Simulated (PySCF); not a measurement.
# BrCl₃Ge: electronic structure

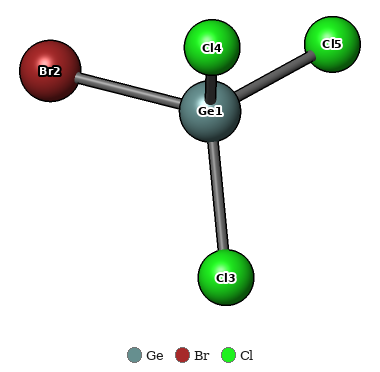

The molecule, with its atoms numbered as below. No frequency check shows the geometry to be a minimum.

Coordinates in Å:

```
Ge1     -0.3942    0.0003    0.0014
Br2      1.9231   -0.0001   -0.0031
Cl3     -1.0700    1.8444    0.8171
Cl4     -1.0691   -1.6300    1.1885
Cl5     -1.0780   -0.2148   -2.0020
```

### 1. Bonding charge

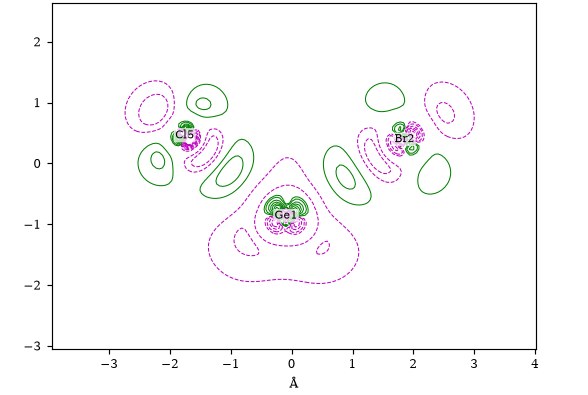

Deformation density (molecule less spherical, spin-averaged free atoms) in the plane of Ge1, Br2 and Cl5; contours at ±0.05 to ±0.8 e/Å³; solid green lines: gain, dashed magenta lines: loss.

Level of theory: CAM-B3LYP/def2-SVPD (PySCF), at a geometry from GFN2-xTB.

> How much density has each bond in this plane gained at its critical point, relative to the free atoms?

Ge1–Br2: +0.10 e/Å³ at the bond critical point (bond length 2.32 Å). Ge1–Cl5: +0.07 e/Å³ at the bond critical point (bond length 2.13 Å). In all, 1.2 electrons gather in the regions of gain relative to the promolecule. A small or negative value marks a very polar bond, one between electron-rich atoms, whose free-atom densities already overlap strongly, a long bond to a heavier atom, or a closed-shell contact such as a hydrogen bond.

> Where do the Hirshfeld charges lie?

The highest Hirshfeld charge is on Ge1 (+0.41 e), the lowest on Cl3, Cl4 and Cl5 (−0.11 e).

### 2. Bond critical points

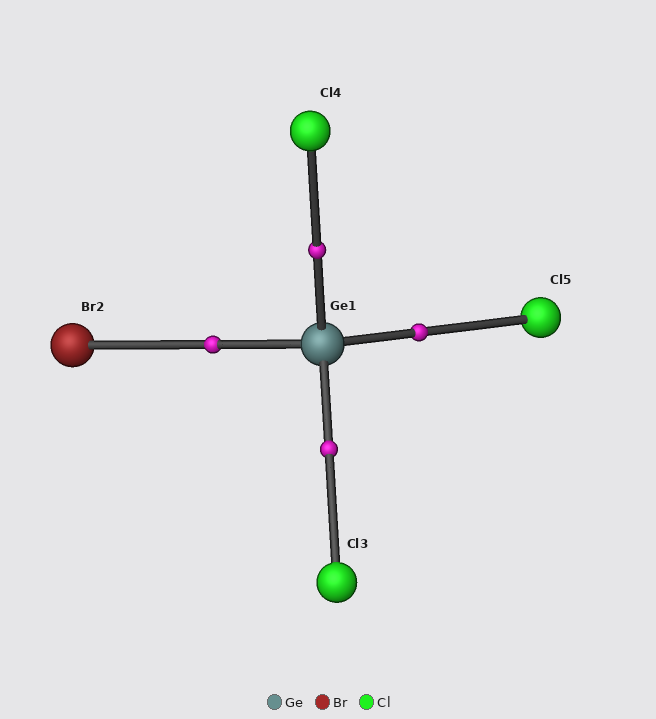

Molecular graph of the electron density (QTAIM): bond paths, bond critical points (magenta), ring points (cyan, if any); weak paths are dashed.

> How many critical points of each kind are there, and does the count close?

5 nuclei, 4 bond, 0 ring and 0 cage critical points: 5 − 4 + 0 − 0 = 1, as the Poincaré–Hopf relation requires.

> What does the calculation give at each kind of bond critical point?

```json
{"bond": "Ge1–Cl3 (3 alike)", "length (Å)": "2.127", "ρ (a.u.)": "0.107", "∇²ρ (a.u.)": "+0.14", "ε": "0.00", "H (a.u.)": "−0.048"}
{"bond": "Ge1–Br2", "length (Å)": "2.317", "ρ (a.u.)": "0.092", "∇²ρ (a.u.)": "+0.03", "ε": "0.00", "H (a.u.)": "−0.041"}
```

> What kind of interaction is Ge1–Br2?

Polar or intermediate (positive Laplacian, negative energy density H): ρ = 0.092, ∇²ρ = +0.03, H = −0.041 a.u.

### 3. Local ionisation energy

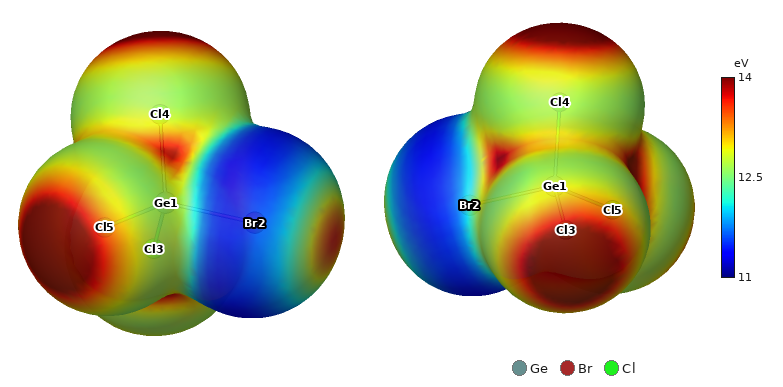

Average local ionisation energy on the surface of electron density 0.001 a.u. (back view left, front view right).

> Locate the minima of the map.

The lowest value is 11.4 eV, 2.3 Å from Br2, and at like points elsewhere. Further minima include 12.6 eV, 2.1 Å from Cl5, and at like points elsewhere. For comparison, the highest occupied orbital lies at −10.5 eV.

> What volume does the surface enclose, and what is the dipole moment?

About 155 Å³; the dipole moment is 0.1 D.

The PySCF run shown took 23 s on 1 thread of Intel(R) Xeon(R) Processor @ 2.70GHz (shared host).
